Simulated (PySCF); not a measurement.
**CH3F (fluoromethane) at QCISD(T)/STO-6G**

Aim: the energy change on altering one bond length of CH3F (fluoromethane) at QCISD(T)/STO-6G, from 2 runs. 

The results are computed with PySCF 2.14.0.

8 further runs of the same task are left out: 1 that didn't finish, 7 set aside as unsound or not needed.

## Step 1: Starting point

CH3F has 5 atoms, charge 0, and is taken as a singlet. SMILES: `CF`. The coordinates come from a PBE0-D4/def2-TZVP relaxation.

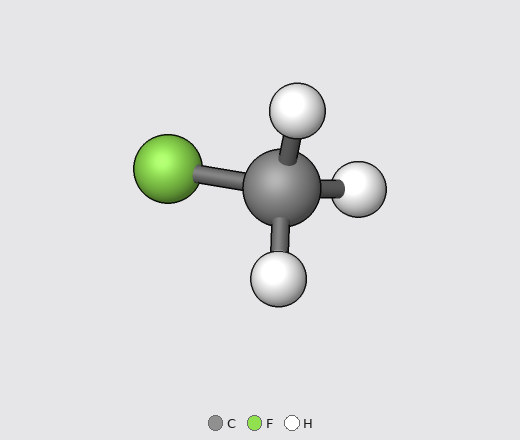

The structure, seen from a chosen angle (carbon grey, fluorine green, hydrogen white).

## Step 2: The energy at QCISD(T)/STO-6G

The input, input.py:

```python
from pyscf import gto, scf, cc

molecule = gto.Mole()
molecule.atom = [
    ('C', (-0.050700, 0.032900, 0.007800)),
    ('F', (1.094100, -0.710500, -0.168600)),
    ('H', (-0.918700, -0.626900, -0.058000)),
    ('H', (-0.104800, 0.796000, -0.772000)),
    ('H', (-0.019800, 0.508500, 0.990700)),
]
molecule.verbose = 3
molecule.spin = 0
molecule.basis = 'sto-6g'
molecule.max_memory = 1860
molecule.charge = 0
molecule.build()

mf = scf.RHF(molecule)
mf.conv_tol = 1e-10
mf.kernel()
if not mf.converged:
    mf = mf.newton().run(mf.mo_coeff, mf.mo_occ)

mycc = cc.QCISD(mf, frozen=2)
mycc.kernel()
e_t = mycc.qcisd_t()
energy = mycc.e_tot + e_t
print('E(%s) = %.9f' % ('QCISD(T)', energy))
```

On the command line:

```console
OMP_NUM_THREADS=1 python input.py
```

Standard output:

```text
converged SCF energy = -138.473140120428
E(QCISD) = -138.5677138064721  E_corr = -0.09457368604444634
QCISD(T) correction = -0.000727332722620054
E(QCISD(T)) = -138.568441139
```

Wall time 0.76 s (1 thread of Arm Neoverse V1, shared host); peak memory 0.1 GiB.

## Step 3: The distorted shape

The input, calc.py:

```python
from pyscf import gto, scf, cc

mol = gto.M(
    atom='''
C   -1.424493   0.925001   0.219485
F    1.094100  -0.710500  -0.168600
H   -2.292493   0.265201   0.153685
H   -1.478593   1.688101  -0.560315
H   -1.393593   1.400601   1.202385
''',
    spin=0,
    basis='sto-6g',
    max_memory=1860,
    charge=0,
    verbose=3,
)

myscf = scf.RHF(mol)
myscf.conv_tol = 1e-10
myscf.kernel()
if not myscf.converged:
    myscf = myscf.newton().run(myscf.mo_coeff, myscf.mo_occ)

mycc = cc.QCISD(myscf, frozen=2)
mycc.kernel()
e_t = mycc.qcisd_t()
e_final = mycc.e_tot + e_t
print(f'total energy: {e_final:.8f} hartree')
```

On the command line:

```console
OMP_NUM_THREADS=1 python calc.py
```

Standard output:

```text
SCF not converged.
SCF energy = -138.016957276726
converged SCF energy = -138.017096341399
E(QCISD) = -138.4232371785081  E_corr = -0.4061408371093524
QCISD(T) correction = -0.00602244927706275
total energy: -138.42925963 hartree
```

Wall time 1 s (1 thread of Arm Neoverse V1, shared host); peak memory 0.12 GiB.

## Step 4: Summary of results

At QCISD(T)/STO-6G, 2 core orbitals frozen:

```
                                                         quantity          value
                                        first shape: total energy  -138.56844 Eh
                first shape: dipole moment (Hartree–Fock density)         1.23 D
                 first shape: HOMO energy (Hartree–Fock orbitals)      -11.52 eV
                 first shape: LUMO energy (Hartree–Fock orbitals)       15.89 eV
               first shape: HOMO–LUMO gap (Hartree–Fock orbitals)       27.41 eV
         first shape: correlation energy (2 core orbitals frozen)      -95.3 mEh
                                      first shape: (T) correction      -0.73 mEh
                                       first shape: T1 diagnostic          0.006
                                    distorted shape: total energy  -138.42926 Eh
            distorted shape: dipole moment (Hartree–Fock density)         2.50 D
             distorted shape: HOMO energy (Hartree–Fock orbitals)       -4.33 eV
             distorted shape: LUMO energy (Hartree–Fock orbitals)        0.25 eV
           distorted shape: HOMO–LUMO gap (Hartree–Fock orbitals)        4.58 eV
     distorted shape: correlation energy (2 core orbitals frozen)     -412.2 mEh
                                  distorted shape: (T) correction      -6.02 mEh
                                   distorted shape: T1 diagnostic          0.043
energy change with the C1–F2 bond stretched from 1.376 to 3.028 Å       3.787 eV
```

In words: One bond (distorted shape) is far stretched, which a spin-restricted single reference describes badly; perturbation theory on it can break down and give far too much correlation. With the C1–F2 bond stretched from 1.376 to 3.028 Å the energy rises by 3.79 eV (87 kcal/mol). The first shape isn't relaxed at this level, so the change isn't measured from a minimum. A restricted reference can't describe the breaking bond well at this length. The minimal basis adds a large error of its own. The triples (first shape) make up 0.8 % of the correlation energy. The T1 diagnostic (distorted shape) of 0.043 is above the customary mark for such species, so a single reference may not serve. The triples (distorted shape) make up 1.5 % of the correlation energy.
